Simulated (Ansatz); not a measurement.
C₃H₅F₂ (SMILES F[CH]CCF) (doublet)

Input

```
crystal:
  periodic: [false, false, false]
  atoms:
    - {symbol: F, position_ang: [-1.857863, -0.497887, 0.983204]}
    - {symbol: C, position_ang: [-0.541893, -0.426695, 1.240500]}
    - {symbol: C, position_ang: [0.338622, -0.573799, 0.065760]}
    - {symbol: C, position_ang: [0.239046, 0.571360, -0.929322]}
    - {symbol: F, position_ang: [0.684036, 1.743136, -0.346068]}
    - {symbol: H, position_ang: [-0.310107, 0.189030, 2.101619]}
    - {symbol: H, position_ang: [0.091516, -1.500599, -0.467015]}
    - {symbol: H, position_ang: [1.373377, -0.658580, 0.408801]}
    - {symbol: H, position_ang: [-0.795557, 0.726436, -1.247337]}
    - {symbol: H, position_ang: [0.862024, 0.376498, -1.807242]}
basis:
  gaussian: {orbitals: def2-TZVPP}
magnetization: {spin_polarized: true, initial_magnetization: 1}
hamiltonian: {xc: pbe0, dispersion: d4}
output: {orbitals: {seedname: orbitals}}
```

Command:

```sh
ansatz run in.yaml --threads 4 --pin off --events-out ev --progress --plain --max-ram 10444MiB
```

Geometry: PBE0-D4/def2-TZVP.

Level of theory: UKS PBE0-D4/def2-TZVPP in Ansatz.

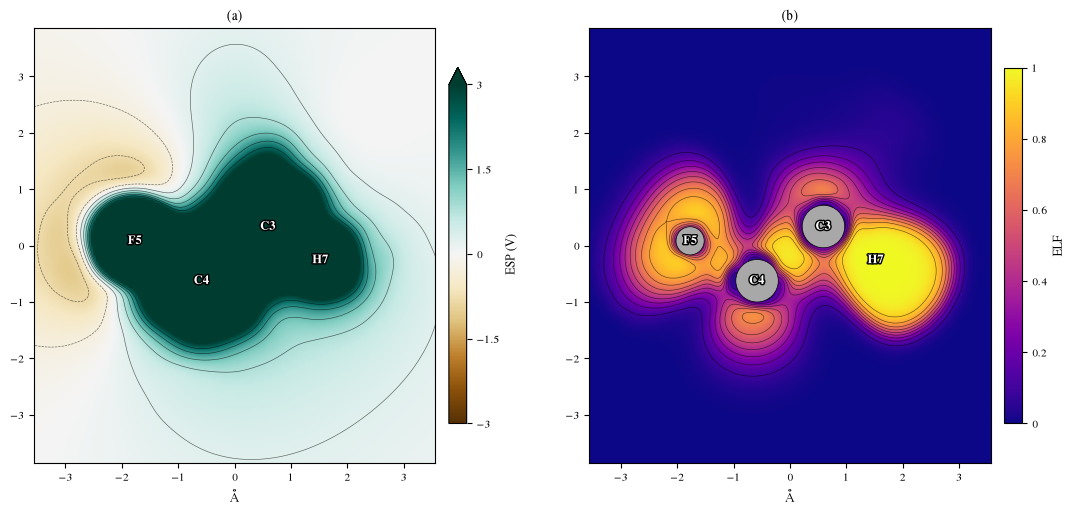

Figure 1. (a) electrostatic potential; (b) electron localisation function on the plane of atoms C3, C4 and F5. Grey discs cover the atomic cores in the ELF map.

> Interpret the plot.

The plane passes through C, F and H nuclei. C–H (1.10 Å): the ELF climbs to about 1 towards the hydrogen, as it does in any bond to H (a covalent bond by its length). C–C (1.52 Å): the ELF peaks at about 0.95 between the atoms (localised, covalent bonding). The ELF also peaks beside F5, away from the bonds: non-bonding electrons, paired or unpaired. Outside the dense part of the molecule the potential is most negative (−1.1 V) near F5.

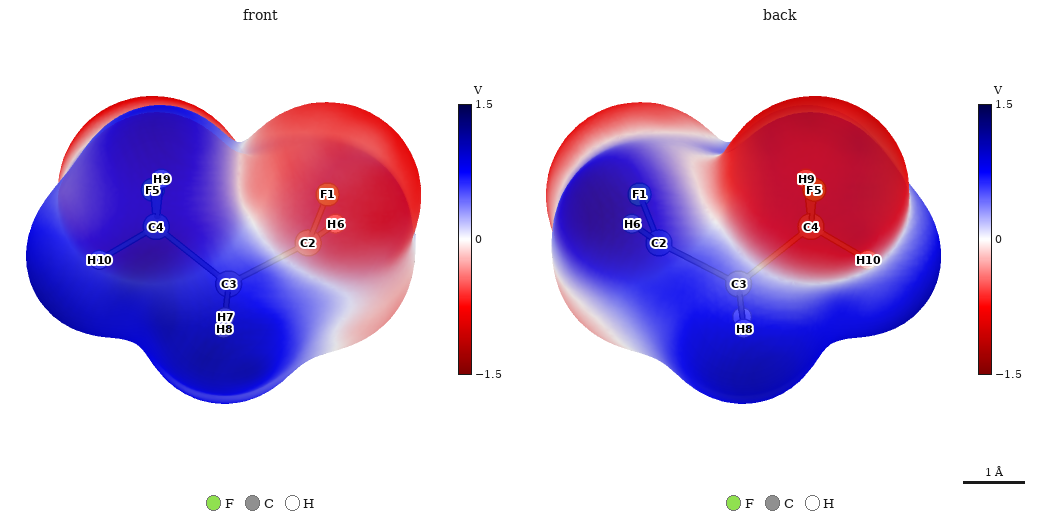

Figure 2. The molecular electrostatic potential painted on the density surface at 0.002 e/bohr³, seen from the front and from behind; red is negative and blue positive.

> Describe the electrostatic potential map.

The most negative region (about −1.0 V) lies over F5, the most positive (about +1.1 V) over H6, H7, H8 and H10.

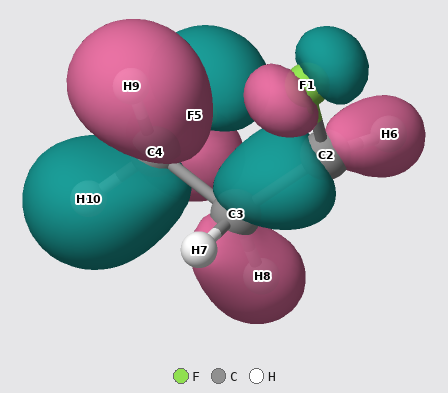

Figure 3. The HOMO−1 (α) at ±0.1 Å⁻³ᐟ² (teal and pink are the two phases), seen at a tilt.

> Where does this orbital lie, and at what energy?

Its weight (Hirshfeld) is mainly on F5 (about 35 %), C4 (about 20 %), H10 (about 10 %), H9 (about 10 %), C3 (about 5 %) and C2 (about 5 %). Its energy is −9.67 eV.
